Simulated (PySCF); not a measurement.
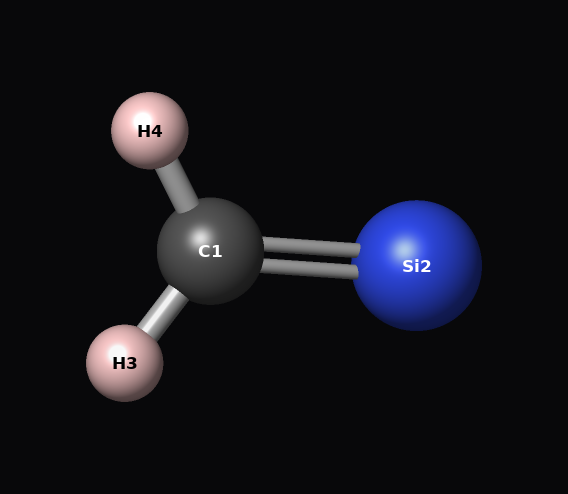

Atoms carry their numbers in the input. Computed geometry: PBE0-D3(BJ)/def2-SVP optimisation. No frequency run is at hand to confirm it as a minimum.

List the bonds and their lengths.

```tsv
bond	length (Å)	order
C1–Si2	1.712	double
C1–H3	1.101	single
C1–H4	1.100	single
```
